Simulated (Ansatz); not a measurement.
**GeSe(100) (Pnma bulk, slab 25 Å thick): simulated STM**

The task: relax GeSe(100) (Pnma bulk, slab 25 Å thick) and compute the vacuum tail of its states by energy, as an STM tip samples it.

Computed with Ansatz 0.2.0 (DFT PBE, scalar-relativistic, plane waves, PAW, unless a step's input says otherwise).

## 1. The system as given

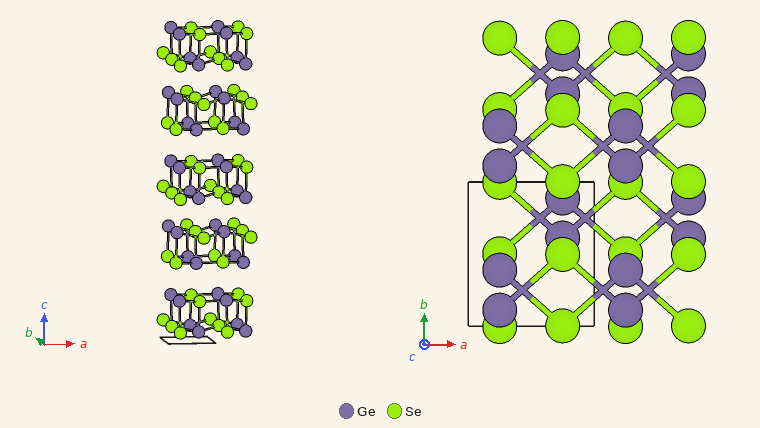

The starting structure, seen from the side (left, normal up) and from above (right) (germanium purple, selenium green; 2×2 surface cells, with atoms on the cell's edges repeated; the outline under the slab is one cell, and the vacuum is left out).

Coordinates:

```cif
data_structure
_symmetry_space_group_name_H-M 'P 1'
_symmetry_Int_Tables_number 1
_cell_length_a 3.8355
_cell_length_b 4.3954
_cell_length_c 41.4607
_cell_angle_alpha 90.000
_cell_angle_beta 90.000
_cell_angle_gamma 90.000
_cell_volume 698.97
loop_
_atom_site_label
_atom_site_type_symbol
_atom_site_fract_x
_atom_site_fract_y
_atom_site_fract_z
_atom_site_occupancy
Ge1 Ge 0.75000 0.61130 0.20501 1
Se1 Se 0.25000 0.99760 0.21167 1
Se2 Se 0.75000 0.49760 0.26576 1
Ge2 Ge 0.25000 0.11130 0.27242 1
Ge3 Ge 0.75000 0.88870 0.33566 1
Se3 Se 0.25000 0.50240 0.34232 1
Se4 Se 0.75000 0.00240 0.39640 1
Ge4 Ge 0.25000 0.38870 0.40306 1
Ge5 Ge 0.75000 0.61130 0.46630 1
Se5 Se 0.25000 0.99760 0.47296 1
Se6 Se 0.75000 0.49760 0.52704 1
Ge6 Ge 0.25000 0.11130 0.53370 1
Ge7 Ge 0.75000 0.88870 0.59694 1
Se7 Se 0.25000 0.50240 0.60360 1
Se8 Se 0.75000 0.00240 0.65768 1
Ge8 Ge 0.25000 0.38870 0.66434 1
Ge9 Ge 0.75000 0.61130 0.72758 1
Se9 Se 0.25000 0.99760 0.73424 1
Se10 Se 0.75000 0.49760 0.78833 1
Ge10 Ge 0.25000 0.11130 0.79499 1
```

Slab cut from the bulk at the bulk's listed lattice constants, lower half held.

## 2. Relaxing the atoms

Input file input.yaml:

```yaml
crystal:
  lattice:
    - [3.8355, 0.0, 0.0]
    - [0.0, 4.3954, 0.0]
    - [0.0, 0.0, 41.4606973802]
  atoms:
    - { symbol: Ge, position: [0.75, 0.6113, 0.2050134353] }
    - { symbol: Se, position: [0.25, 0.9976, 0.2116735591] }
    - { symbol: Se, position: [0.75, 0.4976, 0.2657592618] }
    - { symbol: Ge, position: [0.25, 0.1113, 0.2724193754] }
    - { symbol: Ge, position: [0.75, 0.8887, 0.3356552352] }
    - { symbol: Se, position: [0.25, 0.5024, 0.3423153488] }
    - { symbol: Se, position: [0.75, 0.0024, 0.3964010515] }
    - { symbol: Ge, position: [0.25, 0.3887, 0.4030611753] }
    - { symbol: Ge, position: [0.75, 0.6113, 0.4662970248] }
    - { symbol: Se, position: [0.25, 0.9976, 0.4729571487] }
    - { symbol: Se, position: [0.75, 0.4976, 0.5270428513] }
    - { symbol: Ge, position: [0.25, 0.1113, 0.5337029752] }
    - { symbol: Ge, position: [0.75, 0.8887, 0.5969388247] }
    - { symbol: Se, position: [0.25, 0.5024, 0.6035989485] }
    - { symbol: Se, position: [0.75, 0.0024, 0.6576846512] }
    - { symbol: Ge, position: [0.25, 0.3887, 0.6643447648] }
    - { symbol: Ge, position: [0.75, 0.6113, 0.7275806246] }
    - { symbol: Se, position: [0.25, 0.9976, 0.7342407382] }
    - { symbol: Se, position: [0.75, 0.4976, 0.7883264409] }
    - { symbol: Ge, position: [0.25, 0.1113, 0.7949865647] }
basis:
  ecutwfc: 420.0
  fft_grid_basis: typed
kpoints:
  mp_grid: { grid: [7, 6, 1] }
hamiltonian:
  xc: pbe
  pseudopotentials: { kind: paw }
scf:
  occupations: { method: gaussian, width: 0.05 }
output:
  forces: true
  eigenvalues: true
efield:
  axis: 3
  dipole_correction: true
  ramp_width: 0.04
relax:
  adjacent_minimum: "off"
  f_tol: 0.04
  max_steps: 40
  constraints: [{ sites: [0, 1, 2, 3, 4, 5, 6, 7, 8, 9] }]
```

Started as:

```bash
$ ansatz run input.yaml --threads 4 --pin off --max-ram 8847MiB --backend cpu --events-out ev --progress --plain --runs-dir out
```

The log of the run:

```text
Warning: RAYON_NUM_THREADS=4 ignored (pool sized by the plan → 4); use --threads N
Engine: ansatz 0.2.0, aarch64-unknown-linux-gnu
Pseudopotentials: kind: paw
Pseudopotential: Ge, paw, valence charge 14, recommended cutoff 420 eV (normal), Ge.paw.azcp
Pseudopotential: Se, paw, valence charge 16, recommended cutoff 420 eV (normal), Se.paw.azcp
Functional definition: PBE
  parameter kappa = 0.804
  parameter beta = 0.06672455060314922
  exchange = pbe_x(kappa = kappa, mu = beta*pi^2/3)
  correlation = pbe_c(beta = beta)
Crystal: 20 atoms, lattice volume = 698.968 Å³
Basis set: ecut = 420 eV, 13713 PW (Γ), exchange–correlation on 54×60×576 points (8 copies of the dense FFT grid, shifted against one another)
Bands: 180, of which v1, the nominal top of the filled ones, is band 150 counted from 1 (149 counted from 0)
Symmetry: 2 space group operations
k-points: 16 of 42 (time reversal used)
Non-local potential: Ge, projectors of the file, l = 0: 2, l = 1: 2, l = 2: 3, l = 3: 1
Non-local potential: Se, projectors of the file, l = 0: 2, l = 1: 2, l = 2: 3, l = 3: 1
PAW form: soft (Blöchl's): semilocal exchange-correlation on the pseudo side does not see the compensation charge
PAW one-centre angular grid: Ge, 590 points (default); XC on 64 Gauss nodes
PAW one-centre angular grid: Se, 590 points (default); XC on 64 Gauss nodes
Initial density: superposition of atomic densities (neutral atoms: chi_scale 0, normalization atom), corrected by the library's trained network
Initial wavefunctions: pseudopotential atomic-orbital guess
Functional: x = pbe(κ = 0.804, μ = 0.2195149727645171), c = pbe(β = 0.06672455060314922)
SCF iter   1: F=—  HF=-97644.849501 eV  |F-HF|=—  |Δ(HF+E_count)|=         —  Δρ=1.35e-3  dr2=9.61e-2  ethr=1.77e-3  p=-0.000 e·Å  D=-2.60e-14 V/Å  ΔV_dip=0.00 eV  dr2_dipole=1.74e-9  V_vac-E_F(+/−)=4.11/4.11 eV  ⟨swp⟩=6.1  Hψ=10360  notcnv=0  defer=33
efield: sawtooth ramp at fractional position 0.9800 (placed from the atoms, in the widest stretch of the axis that holds none; the zero of the levels goes with the place), width 0.0400; the density the first Hamiltonian is built on has a dipole p = -0.000 e·Å; the dipole correction subtracts the counter field D = -2.60e-14 V/Å, which shifts the + side's vacuum level by +0.00 eV against the − side's; the planar-averaged density in the ramp window peaks in size at 1.2e-5 e/Å³
preconditioner: auto → Resta (q_TF=auto, 2.370 Å⁻¹)  ε∞=3.3  [insulator: Δε(μ)=0.783 eV  Ē_g=9.193 eV  σ=0.050 eV  W_gap=1.00  n_scr=178 (ndim 8)  ℏωp=14.0 eV  f_vac=0.341  D(μ)=0.00/eV (n_scr^D=0)  ε∞_Penn≈3.3  vacuum switching on, ρ_ref=6.1e-3 e/Å³]
SCF iter   2: F=—  HF=-97644.842733 eV  |F-HF|=—  |Δ(HF+E_count)|=   6.77e-3  Δρ=9.48e-4  dr2=8.38e-2  ethr=3.20e-5  p=-0.000 e·Å  D=-4.19e-6 V/Å  ΔV_dip=0.00 eV  dr2_dipole=1.60e-8  V_vac-E_F(+/−)=4.36/4.36 eV  ⟨swp⟩=2.0  Hψ=4001  notcnv=0  defer=293
SCF iter   3: F=—  HF=-97644.836946 eV  |F-HF|=—  |Δ(HF+E_count)|=   5.79e-3  Δρ=5.51e-4  dr2=3.92e-3  ethr=2.79e-5  p=0.000 e·Å  D=2.50e-6 V/Å  ΔV_dip=-0.00 eV  dr2_dipole=2.00e-9  V_vac-E_F(+/−)=4.21/4.21 eV  ⟨swp⟩=2.1  Hψ=2926  notcnv=0  defer=293
SCF iter   4: F=—  HF=-97644.837418 eV  |F-HF|=—  |Δ(HF+E_count)|=   4.72e-4  Δρ=2.25e-4  dr2=1.57e-3  ethr=1.31e-6  p=-0.000 e·Å  D=-4.76e-6 V/Å  ΔV_dip=0.00 eV  dr2_dipole=1.16e-8  V_vac-E_F(+/−)=4.19/4.19 eV  ⟨swp⟩=2.0  Hψ=3428  notcnv=0  defer=346
SCF iter   5: F=—  HF=-97644.837463 eV  |F-HF|=—  |Δ(HF+E_count)|=   4.47e-5  Δρ=9.24e-5  dr2=7.91e-5  ethr=5.23e-7  p=0.000 e·Å  D=3.61e-6 V/Å  ΔV_dip=-0.00 eV  dr2_dipole=7.01e-9  V_vac-E_F(+/−)=4.17/4.17 eV  ⟨swp⟩=2.0  Hψ=2930  notcnv=0  defer=346
SCF iter   6: F=-97644.837494 eV  HF=-97644.837498 eV  |F-HF|=3.88e-6  |Δ(HF+E_count)|=   3.51e-5  Δρ=3.05e-5  dr2=1.05e-5  ethr=1.33e-8  p=-0.000 e·Å  D=-1.30e-5 V/Å  ΔV_dip=0.00 eV  dr2_dipole=9.12e-8  V_vac-E_F(+/−)=4.17/4.17 eV  ⟨swp⟩=10.3  Hψ=14754  notcnv=0
SCF 1 converged in 6 iterations: F = -97644.837494 eV  dr2 = 1.05e-5
relax step   1: F+E_penalty+E_count = -97644.83749381 eV  Δ(F+E_penalty+E_count) = +0.000e0 eV  max|allowed force component| = 2.404e-1 eV/Å  Δτ_max = 0.0000 Å  (6 SCF iters, dr2 threshold 4.00e-5 eV, accepted)
[... 17 lines left out ...]
relax step   2: F+E_penalty+E_count = -97644.87495059 eV  Δ(F+E_penalty+E_count) = -3.746e-2 eV  max|allowed force component| = 1.219e-1 eV/Å  Δτ_max = 0.1915 Å  (10 SCF iters, dr2 threshold 3.61e-6 eV, accepted)
[... 18 lines left out ...]
relax step   3: F+E_penalty+E_count = -97644.88688074 eV  Δ(F+E_penalty+E_count) = -1.193e-2 eV  max|allowed force component| = 1.162e-1 eV/Å  Δτ_max = 0.1950 Å  (13 SCF iters, accepted)
[... 13 lines left out ...]
relax step   4: F+E_penalty+E_count = -97644.90218154 eV  Δ(F+E_penalty+E_count) = -1.530e-2 eV  max|allowed force component| = 6.401e-2 eV/Å  Δτ_max = 0.2000 Å  (9 SCF iters, dr2 threshold 3.47e-6 eV, accepted)
[... 12 lines left out ...]
relax step   5: F+E_penalty+E_count = -97644.90571175 eV  Δ(F+E_penalty+E_count) = -3.530e-3 eV  max|allowed force component| = 1.749e-2 eV/Å  Δτ_max = 0.0590 Å  (9 SCF iters, accepted)
SCF converged after 9 iterations
Free energy (F): -97644.905712 eV
Harris-Foulkes:  -97644.905712 eV  (|F-HF|=3.75e-8)
Internal energy: -97644.905712 eV  (E = F + TS)
E sigma→0 (E₀):  -97644.905712 eV
Fermi energy:    4.501298 eV
Dipole field:    D = -0.000767 V/Å  (p = -0.002963 e·Å, saw-weighted, corrected)
Work function:   Φ+ = 4.1660 eV   Φ− = 4.1342 eV
Levels:          The Fermi level and band energies are counted from a zero that moves with the ramp; work functions are not
--- Per-component energies (eV) ---
  E_band       = -6543.698381
  E_kinetic    = 2277.682400
  E_local      = -428156.155927  (includes V_loc(G=0)·N_el)
  E_nonlocal   = -1814.351334
  E_hartree    = 211810.184900
  E_xc         = -1794.424640
  E_vxc        = -1620.908629  (∫ρ·V_xc dr)
  E_paw        = -39263.079579  (= ΣΔE_a)
  E_vpaw       = -850.300538  (= ΣTr[D̂ρ^β])
  E_aug_tail   = -0.003102  (compensation charges beyond the density's cutoff)
  E_efield     = 0.000001  (sawtooth field / dipole correction)
  E_vefield    = 0.030958  (∫n·V_field dr)
  E_ewald      = 159295.241568
  E_smearing   = -0.000000  (= −TS)
  E_closure    = 0.000000  (closes the sum)
  Σ components = -97644.905712   (vs F -97644.905712, Δ=0.00e0)
--- Forces (eV/Å), atoms counted from 1 ---
  atom   1  Ge     0.00000000    -0.14700272     0.08648262
  atom   2  Se     0.00000000     0.12310673    -0.24070536
  atom   3  Se     0.00000000     0.14031881    -0.04364209
  atom   4  Ge     0.00000000    -0.11751923     0.04529750
  atom   5  Ge     0.00000000     0.08981337    -0.10883949
  atom   6  Se     0.00000000    -0.08859271    -0.08860831
  atom   7  Se     0.00000000    -0.10200914     0.08868657
  atom   8  Ge     0.00000000     0.08713148     0.11495025
  atom   9  Ge     0.00000000    -0.11022130     0.07799265
  atom  10  Se     0.00000000     0.11176072     0.04707837
  atom  11  Se     0.00000000    -0.00002783    -0.00068977
  atom  12  Ge     0.00000000     0.01213815    -0.00006602
  atom  13  Ge     0.00000000    -0.00534576     0.00105716
  atom  14  Se     0.00000000     0.00423706     0.00057901
  atom  15  Se     0.00000000     0.00092162     0.01640288
  atom  16  Ge     0.00000000     0.00905959    -0.00201991
  atom  17  Ge     0.00000000    -0.01134778     0.00390727
  atom  18  Se     0.00000000    -0.01230960    -0.00261405
  atom  19  Se     0.00000000    -0.00159816     0.01172237
  atom  20  Ge     0.00000000     0.01748552    -0.00698702
  max |Σ_I F_I| component: 1.54e-5 eV/Å
--- Band table (eV; the first three rows and the last of 16) ---
  k-point 0: bands = ["-43.5248", "-43.5234", "-43.5175", "-43.5161", "-43.5008", "-43.4996", "-43.4990", "-43.4977", "-43.4885", "-43.4854", "-43.4812", "-43.4779", "-43.4769", "-43.4754", "-43.4740", "-43.4738", "-43.4684", "-43.4665", "-43.4653", "-43.4613", "-43.4610", "-43.4525", "-43.4511", "-43.4502", "-43.4407", "-43.4398", "-43.4396", "-43.4383", "-43.4277", "-43.4263", "-43.4247", "-43.4211", "-43.4166", "-43.4074", "-43.4056", "-43.4051", "-43.4036", "-43.4036", "-43.4022", "-43.4018", "-43.3914", "-43.3904", "-43.3865", "-43.3758", "-43.3711", "-43.3645", "-43.3604", "-43.3564", "-43.3555", "-43.3425", "-20.4751", "-20.4712", "-20.4700", "-20.4686", "-20.4653", "-20.4634", "-20.4524", "-20.4485", "-20.4443", "-20.4415", "-20.4390", "-20.4387", "-20.4362", "-20.4343", "-20.4331", "-20.4319", "-20.4309", "-20.4298", "-20.4293", "-20.4276", "-20.4273", "-20.4260", "-20.4232", "-20.4193", "-20.4171", "-20.4161", "-20.4118", "-20.4080", "-20.4038", "-20.4027", "-20.4015", "-20.4013", "-20.4012", "-20.3996", "-20.3995", "-20.3906", "-20.3904", "-20.3898", "-20.3888", "-20.3887", "-20.3873", "-20.3802", "-20.3793", "-20.3778", "-20.3764", "-20.3661", "-20.3593", "-20.3563", "-20.3475", "-20.3364", "-10.3810", "-10.2206", "-10.1587", "-10.0752", "-9.9878", "-8.9589", "-8.8155", "-8.6793", "-8.5618", "-8.4675", "-3.8982", "-3.6822", "-3.5553", "-3.4130", "-3.2995", "-1.6788", "-1.6095", "-1.5091", "-1.4268", "-1.3299", "-1.1136", "-0.8104", "-0.4240", "-0.0351", "0.3087", "0.4404", "0.6249", "0.7050", "0.7835", "0.8202", "0.8979", "0.9598", "1.0388", "1.1401", "1.2379", "2.0412", "2.0888", "2.1247", "2.1704", "2.2962", "2.3090", "2.4575", "2.5864", "2.6784", "2.6830", "3.3660", "3.4949", "3.7111", "3.8710", "3.9845", "4.8877", "5.3991", "6.0626", "6.5311", "6.5763", "6.6943", "6.7520", "6.8139", "6.8880", "7.0187", "7.1759", "7.2659", "7.4924", "7.5396", "7.6102", "7.7417", "7.9509", "8.0828", "8.2200", "8.3595", "8.3689", "8.5054", "9.1034", "9.2357", "9.3084", "9.3863", "9.4789", "9.5195", "9.5661", "9.6785"]
[... 3 lines left out ...]
--- Relaxed structure (5 steps of the walk, 5 accepted, 0 SCFs on fresh bases) ---
  F+E_penalty+E_count = -97644.90571175 eV   max|allowed force component| = 1.749e-2 eV/Å
  atoms:
    - { symbol: Ge, position: [0.7500000000000001, 0.6113000000000001, 0.2050134353] }
    - { symbol: Se, position: [0.25000000000000006, 0.9976000000000002, 0.21167355910000002] }
    - { symbol: Se, position: [0.7500000000000001, 0.49760000000000004, 0.2657592618] }
    - { symbol: Ge, position: [0.25000000000000006, 0.1113, 0.2724193754] }
    - { symbol: Ge, position: [0.7500000000000001, 0.8887, 0.3356552352] }
    - { symbol: Se, position: [0.25000000000000006, 0.5024000000000001, 0.3423153488] }
    - { symbol: Se, position: [0.7500000000000001, 0.0024, 0.3964010515] }
    - { symbol: Ge, position: [0.25000000000000006, 0.3887, 0.4030611753] }
    - { symbol: Ge, position: [0.7500000000000001, 0.6113000000000001, 0.4662970248] }
    - { symbol: Se, position: [0.25000000000000006, 0.9976000000000002, 0.4729571487] }
    - { symbol: Se, position: [0.7500000000000001, 0.4974086690806387, 0.5280305462387231] }
    - { symbol: Ge, position: [0.25000000000000006, 0.10566090927132553, 0.5343948183958919] }
    - { symbol: Ge, position: [0.7500000000000001, 0.874066888409633, 0.6021795338563262] }
    - { symbol: Se, position: [0.25000000000000006, 0.478642222455588, 0.6072700548768065] }
    - { symbol: Se, position: [0.7500000000000001, -0.021330008316878694, 0.6635668863538594] }
    - { symbol: Ge, position: [0.25000000000000006, 0.37336091993223836, 0.6685799438982453] }
    - { symbol: Ge, position: [0.7500000000000001, 0.6125747418341996, 0.7407811125063781] }
    - { symbol: Se, position: [0.25000000000000006, 1.0133910057495417, 0.7428606167965114] }
    - { symbol: Se, position: [0.7500000000000001, 0.5108786205571425, 0.8020674674345487] }
    - { symbol: Ge, position: [0.25000000000000006, 0.10910837725891297, 0.8035533043011803] }
```

It took 8.1 min on 4 threads of Arm Neoverse V1, shared host; peak memory 3.3 GiB.

The steps of the relaxation:

```
step  E - E(step 1) (eV/cell)  largest force component (eV/Å)
   1                   0.0000                          0.2404
   2                  -0.0375                          0.1219
   3                  -0.0494                          0.1162
   4                  -0.0647                          0.0640
   5                  -0.0682                          0.0175
```

Step 1 is the start.

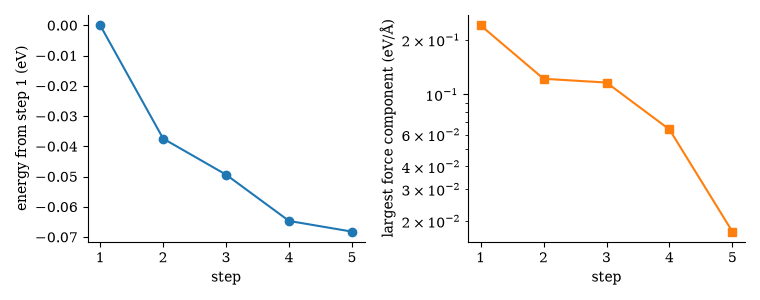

Energy and largest force along the relaxation.

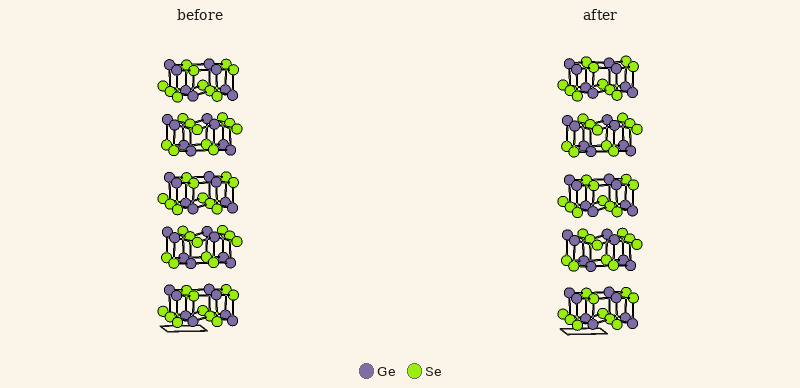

The structure before (left) and after (right) the relaxation, drawn at the same scale.

A dipole layer in the vacuum cancels the field that periodic copies would set up if the slab's two faces differ.

Atoms 1, 2, 3, 4, 5, 6, 7, 8, 9, 10, counted from 1, stay fixed.

From the log: gap on the mesh 0.78 eV.

(Part 1 of 2 ends here.)
